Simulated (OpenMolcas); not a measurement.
# BGeH3Cl2 (SMILES Cl[B](Cl)[GeH3]): levels of theory compared

Aim: a comparison of 6 runs (B3LYP/cc-pVDZ, BLYP/cc-pVDZ, PBE/cc-pVDZ, SVWN5/cc-pVDZ, TPSS/cc-pVDZ, CCSD(T)/cc-pVDZ) of BGeH3Cl2. 

Program for the calculation: OpenMolcas 26.06.

1 further run of the same task is left out (set aside as unsound or not needed).

## (1) The system as given

The species is BGeH3Cl2 (7 atoms), meant as a singlet with charge 0. As SMILES, `Cl[B](Cl)[GeH3]`. The coordinates come from a PBE0-D4/def2-TZVP relaxation.

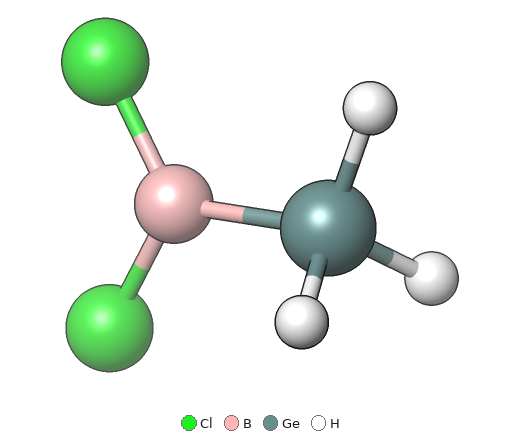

Viewed from a chosen angle; chlorine green, boron pink, germanium teal, hydrogen white.

## (2) Energy and gradient at B3LYP/cc-pVDZ (run 1)

run.input reads:

```
* BCl2GeH3 Kohn-Sham DFT
>>> EXPORT MOLCAS_PRINT=2
&GATEWAY
BasLib = $CurrDir
Coord
7
angstrom
Cl       1.749500      -1.428200       1.208700
B        0.206400      -1.021900       0.511500
Cl      -1.082400      -2.191800       0.604700
Ge      -0.123100       0.798500      -0.412200
H       -0.556200       0.560600      -1.868300
H       -1.266100       1.534300       0.306700
H        1.133300       1.680500      -0.396700
Basis = cc-pVDZ
Group = NoSym
&SEWARD
GridInput
Grid=UltraFine
End of Grid
&SCF
KSDFT = B3LYP
Thresholds = 1e-10 1e-07 1e-07 1e-05
PrOrbitals = 1 1
&ALASKA
```

The basis set cc-pVDZ is read from a file made from the Basis Set Exchange's data (not shown).

The run is started by

```
export MOLCAS_MEM=1860
pymolcas run.input > run.log
```

Standard output:

```text
--- Start Module: gateway ---
[...]
--- Stop Module: gateway /rc=_RC_ALL_IS_WELL_ ---
[...]
      Basis functions           92
[...]
--- Start Module: scf ---
[...]
       Convergence after  13 Iterations
[...]
::    Total KS-DFT energy                           -3024.1770879278
[...]
      Total spin, S                                     0.0000000000
[...]
      Total electronic charge=   74.000000
      Total            charge=   -0.000000
[...]
      Dipole Moment (debye):
      Origin of the operator (angstrom)=    0.1001   -0.4751    0.2318
                   X= -1.5180E-02               Y=  2.2558E-01               Z= -1.0648E-01           Total=  2.4990E-01
      Quadrupole Moment (debye*angstrom):
[...]
--- Stop Module: scf /rc=_RC_ALL_IS_WELL_ ---
[...]
--- Start Module: alaska ---
[...]
 *              Molecular gradients               *
 **************************************************
  Irreducible representation: a
 ------------------------------------------------------------------------------------------
                              X                       Y                       Z
 ------------------------------------------------------------------------------------------
  CL1              -1.06866819953346E-02    2.70458915861305E-03   -4.78000262536149E-03
  B2                1.00695386672973E-03   -7.13379023531817E-03    3.53310749958882E-03
  CL3               9.04405999889235E-03    8.11371832392993E-03   -6.10369691581347E-04
  GE4              -2.21964276125419E-04   -4.19569712061474E-04    1.14546310024721E-04
  H5                8.33297208890471E-04    4.80445732510271E-05    2.57079266099414E-03
  H6                1.98245180594192E-03   -1.54399487305934E-03   -9.75902375456084E-04
  H7               -1.95811660903900E-03   -1.76899723523771E-03    1.47828221774254E-04
 ------------------------------------------------------------------------------------------
--- Stop Module: alaska /rc=_RC_ALL_IS_WELL_ ---
[...]
```

It took 24 s on 1 thread of Intel Xeon 6975P-C (Granite Rapids), shared host; peak memory 0.51 GiB.

## (3) Energy and forces at BLYP/cc-pVDZ (run 2)

geom.xyz reads:

```xyz
7

Cl     1.749500    -1.428200     1.208700
B      0.206400    -1.021900     0.511500
Cl    -1.082400    -2.191800     0.604700
Ge    -0.123100     0.798500    -0.412200
H     -0.556200     0.560600    -1.868300
H     -1.266100     1.534300     0.306700
H      1.133300     1.680500    -0.396700
```

run.input reads:

```
&gateway
baslib=$CurrDir
coord=geom.xyz
basis=cc-pVDZ
group=NoSym
&seward
gridinput
Grid=UltraFine
End of Grid
&scf
ksdft=BLYP
thresholds=1e-10 1e-07 1e-07 1e-05
prorbitals=1 2
&alaska
```

The basis set cc-pVDZ is read from a file made from the Basis Set Exchange's data (not shown).

The run is started by

```
export MOLCAS_MEM=1860
pymolcas run.input > run.log
```

Standard output:

```text
--- Start Module: gateway ---
[...]
--- Stop Module: gateway /rc=_RC_ALL_IS_WELL_ ---
[...]
      Basis functions           92
[...]
--- Start Module: scf ---
[...]
       Convergence after  18 Iterations
[...]
::    Total KS-DFT energy                           -3024.1170022963
[...]
      Total spin, S                                     0.0000000000
[...]
      Total electronic charge=   74.000000
      Total            charge=   -0.000000
[...]
      Dipole Moment (debye):
      Origin of the operator (angstrom)=    0.1001   -0.4751    0.2318
                   X=  4.6563E-04               Y=  8.6106E-02               Z= -3.8639E-02           Total=  9.4379E-02
      Quadrupole Moment (debye*angstrom):
[...]
--- Stop Module: scf /rc=_RC_ALL_IS_WELL_ ---
[...]
--- Start Module: alaska ---
[...]
 *              Molecular gradients               *
 **************************************************
  Irreducible representation: a
 ------------------------------------------------------------------------------------------
                              X                       Y                       Z
 ------------------------------------------------------------------------------------------
  CL1              -1.63241301038894E-02    3.86550738954661E-03   -7.18239234253737E-03
  B2                1.41990036559559E-03   -9.51228914497526E-03    4.73584998893217E-03
  CL3               1.38415973474117E-02    1.21348078036121E-02   -8.07725834192752E-04
  GE4              -9.11172201779387E-04    8.45792181639382E-04   -6.69741164152526E-04
  H5                1.97891369662351E-03    2.66456047486652E-04    6.02696274206860E-03
  H6                4.71562662256009E-03   -3.50503834605131E-03   -2.38790020076340E-03
  H7               -4.72073572667320E-03   -4.09523593114880E-03    2.84946810622910E-04
 ------------------------------------------------------------------------------------------
--- Stop Module: alaska /rc=_RC_ALL_IS_WELL_ ---
[...]
```

Run time: 29 s. Hardware: 1 thread of Intel Xeon 6975P-C (Granite Rapids), shared host; peak memory 0.5 GiB.

## (4) Energy and forces at PBE/cc-pVDZ (run 3)

test.input reads:

```
&gateway
 baslib = $CurrDir
 coord
 7
 angstrom
 Cl       1.749500      -1.428200       1.208700
 B        0.206400      -1.021900       0.511500
 Cl      -1.082400      -2.191800       0.604700
 Ge      -0.123100       0.798500      -0.412200
 H       -0.556200       0.560600      -1.868300
 H       -1.266100       1.534300       0.306700
 H        1.133300       1.680500      -0.396700
 basis = cc-pVDZ
 group = NoSym

&seward
 gridinput
 Grid=UltraFine
 End of Grid

&scf
 ksdft = PBE
 thresholds = 1e-10 1e-07 1e-07 1e-05
 prorbitals = 1 1

&alaska
```

The basis set cc-pVDZ is read from a file made from the Basis Set Exchange's data (not shown).

The run is started by

```
export MOLCAS_MEM=1860
pymolcas test.input > test.log
```

Standard output:

```text
--- Start Module: gateway ---
[...]
--- Stop Module: gateway /rc=_RC_ALL_IS_WELL_ ---
[...]
      Basis functions           92
[...]
--- Start Module: scf ---
[...]
       Convergence after  17 Iterations
[...]
::    Total KS-DFT energy                           -3023.3584407890
[...]
      Total spin, S                                     0.0000000000
[...]
      Total electronic charge=   74.000000
      Total            charge=   -0.000000
[...]
      Dipole Moment (debye):
      Origin of the operator (angstrom)=    0.1001   -0.4751    0.2318
                   X= -1.5503E-02               Y=  1.4832E-01               Z= -7.1665E-02           Total=  1.6545E-01
      Quadrupole Moment (debye*angstrom):
[...]
--- Stop Module: scf /rc=_RC_ALL_IS_WELL_ ---
[...]
--- Start Module: alaska ---
[...]
 *              Molecular gradients               *
 **************************************************
  Irreducible representation: a
 ------------------------------------------------------------------------------------------
                              X                       Y                       Z
 ------------------------------------------------------------------------------------------
  CL1              -1.09105445852542E-02    2.64027459689231E-03   -4.82623437998164E-03
  B2                1.28203992696069E-03   -8.03351620782342E-03    4.02477496595426E-03
  CL3               9.24961077585706E-03    8.18200793280965E-03   -5.72206006783649E-04
  GE4              -1.28824653799953E-03    2.92916964973600E-03   -1.72522359635607E-03
  H5                1.69872055096265E-03    3.61090559679589E-04    4.95233602017287E-03
  H6                3.96454602833973E-03   -2.76566658469157E-03   -2.02381260025453E-03
  H7               -3.99612615872247E-03   -3.31335994672077E-03    1.70365597118971E-04
 ------------------------------------------------------------------------------------------
--- Stop Module: alaska /rc=_RC_ALL_IS_WELL_ ---
[...]
```

Run time: 28 s. Hardware: 1 thread of Intel Xeon 6975P-C (Granite Rapids), shared host; peak memory 0.5 GiB.

Runs 4 to 5 aren't shown in full; the table further down has their settings and results.

## (5) The energy at CCSD(T)/cc-pVDZ (run 6)

test.inp reads:

```
>>> EXPORT MOLCAS_PRINT=2
&gateway
baslib=$CurrDir
basisset
Cl.cc-pVDZ....
Cl1 1.749500 -1.428200 1.208700 angstrom
Cl3 -1.082400 -2.191800 0.604700 angstrom
End of Basis
basisset
B.cc-pVDZ....
B2 0.206400 -1.021900 0.511500 angstrom
End of Basis
basisset
Ge.cc-pVDZ....
Ge4 -0.123100 0.798500 -0.412200 angstrom
End of Basis
basisset
H.cc-pVDZ....
H5 -0.556200 0.560600 -1.868300 angstrom
H6 -1.266100 1.534300 0.306700 angstrom
H7 1.133300 1.680500 -0.396700 angstrom
End of Basis
&seward
&scf
thresholds=1e-10 1e-07 1e-07 1e-05
prorbitals=1 2
&rasscf
fileorb=$Project.ScfOrb
spin=1
nactel=0 0 0
inactive=37
ras2=0
outorbitals=Canonical
orblisting=Nothing
&motra
jobiph
frozen=20
&ccsdt
cct
triples=2
iterations=80
accuracy=1e-08
extrapolation=5 4
```

The basis set cc-pVDZ is read from a file made from the Basis Set Exchange's data (not shown).

The run is started by

```
export MOLCAS_MEM=1860
pymolcas test.inp > test.log
```

Standard output:

```text
--- Start Module: gateway ---
[...]
--- Stop Module: gateway /rc=_RC_ALL_IS_WELL_ ---
[...]
      Basis functions           92
[...]
       Convergence after  12 Iterations
[...]
::    Total SCF energy                              -3020.8429133622
[...]
      Total spin, S                                     0.0000000000
[...]
      Number of active orbitals                  0
[...]
      Spin quantum number                      0.0
[...]
      Active orbitals                            0
[...]
      Number of CSFs                             1
[...]
      Number of root(s) required                 1
[...]
      Convergence after  4 iterations
[...]
      Natural orbitals and occupation numbers for root  1
      ************************************************************************************************************************
      *                                                    Final results                                                     *
      ************************************************************************************************************************
[...]
::    RASSCF root number  1 Total energy:  -3020.84291336
[...]
      Total electronic charge=   74.000000
      Total            charge=   -0.000000
[...]
      Dipole Moment (debye):
      Origin of the operator (angstrom)=    0.1001   -0.4751    0.2318
                   X= -4.1244E-02               Y=  5.5721E-01               Z= -2.6439E-01           Total=  6.1813E-01
      Quadrupole Moment (debye*angstrom):
[...]
--- Start Module: motra ---
[...]
      *** WARNING: Default frozen orbitals is overwritten by user input.
      *** Default values:  25
[...]
--- Stop Module: motra /rc=_RC_ALL_IS_WELL_ ---
--- Start Module: ccsdt ---
[...]
      Convergence after                    15  Iterations
      Total energy (diff) :   -3021.36430111       0.00000000
[...]
 METHOD                       : CCSD+T(CCSD)+<T3(1)WT1> = CCSD(T)
[...]
       CCSD     =     -3021.3643011095228
[...]
--- Stop Module: ccsdt /rc=_RC_ALL_IS_WELL_ ---
[...]
```

Run time: 49 s. Hardware: 1 thread of Intel Xeon 6975P-C (Granite Rapids), shared host; peak memory 0.51 GiB.

## (6) All runs side by side

```csv
run,level,task,integration grid,energy (Eh),dipole moment (D) of the reference,HOMO energy (eV),LUMO energy (eV),wall time
1,B3LYP/cc-pVDZ,gradient,UltraFine,-3024.177088,0.25,-7.96,-2.08,24 s
2,BLYP/cc-pVDZ,gradient,UltraFine,-3024.117002,0.09,-6.77,-2.59,29 s
3,PBE/cc-pVDZ,gradient,UltraFine,-3023.358441,0.17,-6.95,-2.82,28 s
4,SVWN5/cc-pVDZ,gradient,UltraFine,-3017.679947,0.20,-7.05,-3.00,20 s
5,TPSS/cc-pVDZ,gradient,UltraFine,-3024.125940,0.20,-7.10,-2.73,40 s
6,CCSD(T)/cc-pVDZ,energy,–,-3021.379168,0.62,-11.17,1.61,49 s
```

## (7) Results

| quantity | value |
| --- | --- |
| run 6: total energy | -3021.37917 Eh |
| run 6: dipole moment (mean-field density) | 0.62 D |
| run 6: HOMO energy (Hartree–Fock orbitals) | -11.17 eV |
| run 6: LUMO energy (Hartree–Fock orbitals) | 1.61 eV |
| run 6: HOMO–LUMO gap (Hartree–Fock orbitals) | 12.78 eV |
| run 6: correlation energy (20 core orbitals frozen) | -536.3 mEh |
| run 6: (T) correction | -14.87 mEh |

**Reading.** Over runs 1, 2, 3, 4, 5 the dipole moment (its size) runs from 0.09 D (BLYP/cc-pVDZ) to 0.25 D (B3LYP/cc-pVDZ). Over runs 1, 2, 3, 4, 5 the HOMO–LUMO gap runs from 4.05 eV (SVWN5/cc-pVDZ) to 5.88 eV (B3LYP/cc-pVDZ). Totals of different functionals can't be ranked against each other. All runs together took 3.2 min, the longest 49 s.
